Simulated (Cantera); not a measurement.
Input: 1 mol acetone, 3.6 mol H₂O, at 1602 °C.

Cantera equilibrium calculation (NASA polynomials, part measured and part estimated; ideal gas, pure solids and liquids). Candidate condensed phases: C, C₆H₆, C₇H₈, C₈H₁₈, H₂O; 110 gas species. The feed counts by its element totals alone. The ideal-gas law is rough above about 30 bar. Equilibrium is a limit: real reactors are often held back by kinetics, nucleation or transport.

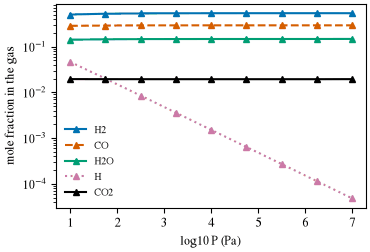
Fig. 1. Equilibrium gas composition (values under 1e-9 drawn at 1e-9)

From 10.0 Pa to 100 bar nothing is condensed. The main C-bearing gas is CO throughout.
